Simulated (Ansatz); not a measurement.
# One shape, several levels: C2H5GeN (SMILES C1=[N][GeH2][CH2]1)

We compute a comparison of 6 runs (HF/def2-SVP, B3LYP/6-31G*, revPBE/def2-SVP, RPA@PBE/def2-SVP, RPA@PBE0/def2-SVP) of C2H5GeN. 

The results are computed with Ansatz 0.2.0.

82 further runs of the same task are left out: 82 set aside as unsound or not needed.

## Step 1: The molecule

C2H5GeN has 9 atoms, charge 0, and is taken as a singlet. SMILES: `C1=[N][GeH2][CH2]1`. The C1–H5 distance was set to 1.647 Å, away from the relaxed value. At this shape a bond of the SMILES string is far longer than usual.

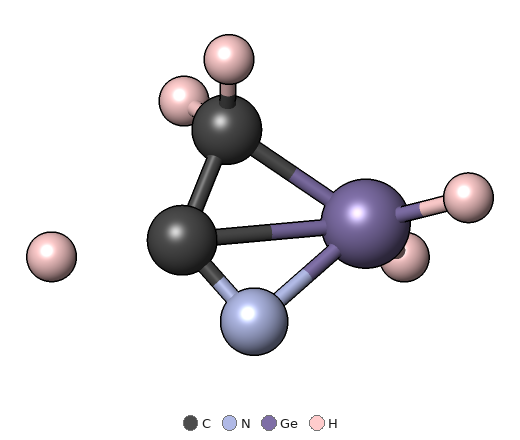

Viewed from a chosen angle; carbon dark grey, nitrogen light blue, germanium purple, hydrogen pink.

## Step 2: A single-point energy at HF/def2-SVP (run 1)

in.yaml

```yaml
crystal:
  periodic: [false, false, false]
  atoms:
    - {symbol: C, position_ang: [0.057617, -0.284782, -0.660921]}
    - {symbol: N, position_ang: [1.280317, 0.082418, -0.727321]}
    - {symbol: Ge, position_ang: [1.148317, 0.825518, 1.027179]}
    - {symbol: C, position_ang: [-0.640983, 0.067818, 0.632679]}
    - {symbol: H, position_ang: [-0.675600, -1.079500, -1.903400]}
    - {symbol: H, position_ang: [1.300917, 2.354018, 1.098279]}
    - {symbol: H, position_ang: [2.020417, 0.137918, 2.090879]}
    - {symbol: H, position_ang: [-1.476083, 0.762318, 0.521179]}
    - {symbol: H, position_ang: [-0.971183, -0.792782, 1.217879]}
basis:
  gaussian: {orbitals: def2-SVP}
hamiltonian: {xc: hf}
accuracy: high
output: {orbitals: {seedname: orbitals}}
```

The run is started by

```bash
$ ansatz run in.yaml --threads 1 --pin off --max-ram 3480MiB --events-out events.jsonl --progress --plain --runs-dir runs
```

Log:

```text
Warning: RAYON_NUM_THREADS=1 ignored (pool sized by the plan → 1); use --threads N
Functional definition: HF
  name "HF"
  exchange = exact_x
  correlation = 0
2269 factors; integrals over basis functions are off by at most 4.6e-9 eV
mean field evaluation 1: about -60078.4759 eV, gradient 3.3e1 eV
mean field evaluation 2: about -60078.5685 eV, gradient 3.3e1 eV
mean field evaluation 4: about -60081.5963 eV, gradient 4.1e0 eV
mean field evaluation 8: about -60081.6715 eV, gradient 4.5e-1 eV
mean field -60081.67365540 eV, -2207.9607820149 hartree, gradient 3.8e-8 eV, S^2 0.000000; 0 other end points of the search recorded, 0 dependent functions left out
reference -60081.67365540 eV, -2207.9607820149 hartree; 28, 28 occupied and 71, 71 virtual orbitals, 2269 factors
Total energy: -60081.67365540 eV, -2207.9607820149 hartree
```

It took 2 s on 1 thread of AMD EPYC 9R45 (Zen 5), shared host; peak memory 0.33 GiB.

## Step 3: A single-point energy at B3LYP/6-31G(d) (spherical functions) (run 2)

molecule.yaml

```yaml
crystal:
  periodic: [false, false, false]
  atoms:
    - {symbol: C, position_ang: [0.057617, -0.284782, -0.660921]}
    - {symbol: N, position_ang: [1.280317, 0.082418, -0.727321]}
    - {symbol: Ge, position_ang: [1.148317, 0.825518, 1.027179]}
    - {symbol: C, position_ang: [-0.640983, 0.067818, 0.632679]}
    - {symbol: H, position_ang: [-0.675600, -1.079500, -1.903400]}
    - {symbol: H, position_ang: [1.300917, 2.354018, 1.098279]}
    - {symbol: H, position_ang: [2.020417, 0.137918, 2.090879]}
    - {symbol: H, position_ang: [-1.476083, 0.762318, 0.521179]}
    - {symbol: H, position_ang: [-0.971183, -0.792782, 1.217879]}
basis:
  gaussian:
    orbitals: 6-31G_st_-spherical.json
output: {orbitals: {seedname: orbitals}}
hamiltonian:
  xc: {name: B3LYP}
accuracy: high
```

The basis set 6-31G* is read from a file made from the Basis Set Exchange's data (not shown).

The run is started by

```bash
$ ansatz run molecule.yaml --threads 1 --pin off --max-ram 3480MiB --events-out events.jsonl --progress --plain --runs-dir runs
```

Log:

```text
Warning: RAYON_NUM_THREADS=1 ignored (pool sized by the plan → 1); use --threads N
Functional definition: B3LYP
  name "B3LYP"
  parameter a0 = 0.2
  parameter ax = 0.72
  parameter ac = 0.81
  exchange = (1 - a0 - ax)*slater_x + ax*b88_x + a0*exact_x
  correlation = (1 - ac)*vwn_rpa_c + ac*lyp_c
1988 factors; integrals over basis functions are off by at most 4.2e-9 eV
mean field evaluation 1: about -60145.5151 eV, gradient 5.9e1 eV
mean field evaluation 2: about -60122.5610 eV, gradient 1.1e2 eV
mean field evaluation 4: about -60153.2659 eV, gradient 1.1e1 eV
mean field evaluation 8: about -60153.7229 eV, gradient 1.0e0 eV
mean field evaluation 16: about -60153.7254 eV, gradient 3.2e-5 eV
mean field -60153.72543120 eV, -2210.6086359370 hartree, gradient 5.2e-8 eV, S^2 0.000000; 0 other end points of the search recorded, 0 dependent functions left out
reference -60153.72547265 eV, -2210.6086374602 hartree; 28, 28 occupied and 56, 56 virtual orbitals, 1988 factors
Total energy: -60153.72547265 eV, -2210.6086374602 hartree
```

Run time: 4.2 s. Hardware: 1 thread of AMD EPYC 9R45 (Zen 5), shared host; peak memory 0.32 GiB.

Runs 3 to 5 aren't shown in full; the table further down has their settings and results.

## Step 4: A single-point energy at RPA@PBE0/def2-SVP (run 6)

in.yaml

```yaml
crystal:
  periodic: [false, false, false]
  atoms:
    - symbol: C
      position_ang: [0.057617, -0.284782, -0.660921]
    - symbol: N
      position_ang: [1.280317, 0.082418, -0.727321]
    - symbol: Ge
      position_ang: [1.148317, 0.825518, 1.027179]
    - symbol: C
      position_ang: [-0.640983, 0.067818, 0.632679]
    - symbol: H
      position_ang: [-0.675600, -1.079500, -1.903400]
    - symbol: H
      position_ang: [1.300917, 2.354018, 1.098279]
    - symbol: H
      position_ang: [2.020417, 0.137918, 2.090879]
    - symbol: H
      position_ang: [-1.476083, 0.762318, 0.521179]
    - symbol: H
      position_ang: [-0.971183, -0.792782, 1.217879]
basis:
  gaussian: {orbitals: def2-SVP}
accuracy: high
correlation: {method: rpa, frozen_orbitals: {C: 1, Ge: 9, H: 0, "N": 1}}
hamiltonian: {xc: {name: PBE0}}
```

The run is started by

```bash
$ ansatz run in.yaml --threads 1 --pin off --max-ram 3480MiB --events-out events.jsonl --progress --plain --runs-dir runs
```

Log:

```text
Warning: RAYON_NUM_THREADS=1 ignored (pool sized by the plan → 1); use --threads N
Functional definition: PBE0
  name "PBE0"
  parameter a = 0.25
  parameter kappa = 0.804
  parameter beta = 0.06672455060314922
  exchange = (1 - a)*pbe_x(kappa = kappa, mu = beta*pi^2/3) + a*exact_x
  correlation = pbe_c(beta = beta)
2269 factors; integrals over basis functions are off by at most 4.6e-9 eV
mean field evaluation 1: about -60132.1328 eV, gradient 5.4e1 eV
mean field evaluation 2: about -60132.3369 eV, gradient 5.4e1 eV
mean field evaluation 4: about -60138.6544 eV, gradient 1.4e1 eV
mean field evaluation 8: about -60139.1283 eV, gradient 5.3e-1 eV
mean field evaluation 16: about -60139.1357 eV, gradient 6.2e-5 eV
mean field -60139.13568122 eV, -2210.0724725147 hartree, gradient 3.0e-8 eV, S^2 0.000000; 0 other end points of the search recorded, 0 dependent functions left out
12 core orbitals not correlated: weight in the atoms' cores, before any rotation towards them, 1.000 or more for the frozen orbitals, at most 0.000 for the correlated occupied ones
reference -60080.95287791 eV, -2207.9342939307 hartree; 16, 16 occupied and 71, 71 virtual orbitals, 2269 factors
Total energy: -60106.75385454 eV, -2208.8824623334 hartree
```

Wall time 9.3 s (1 thread of AMD EPYC 9R45 (Zen 5), shared host); peak memory 0.41 GiB.

## Step 5: Overview of the runs

```csv
run,level,Cartesian functions,frozen core orbitals,energy (Eh),HOMO energy (eV),LUMO energy (eV),HOMO–LUMO gap (eV),wall time
1,HF/def2-SVP,no,–,-2207.960782,-9.90,3.16,13.05,2 s
2,B3LYP/6-31G* (spherical functions),no,–,-2210.608637,-6.62,-0.32,6.31,4.2 s
3,B3LYP/6-31G* (Cartesian functions),yes,–,-2210.617026,-6.64,-0.33,6.30,4.2 s
4,revPBE/def2-SVP,no,–,-2210.305060,-5.60,-1.27,4.34,3.6 s
5,RPA@PBE/def2-SVP,no,12,-2208.963276,–,–,–,8.4 s
6,RPA@PBE0/def2-SVP,no,12,-2208.882462,–,–,–,9.3 s
```

## Step 6: What came out

| quantity | value |
| --- | --- |
| run 6: total energy | -2208.88246 Eh |
| run 6: RPA correlation energy (valence) | -948.2 mEh |

In words: Over runs 1, 2, 3, 4 the HOMO–LUMO gap runs from 4.34 eV (revPBE/def2-SVP) to 13.05 eV (HF/def2-SVP). Exact exchange widens orbital gaps. Totals of different functionals can't be ranked against each other. All runs together took 32 s, the longest 9.3 s.
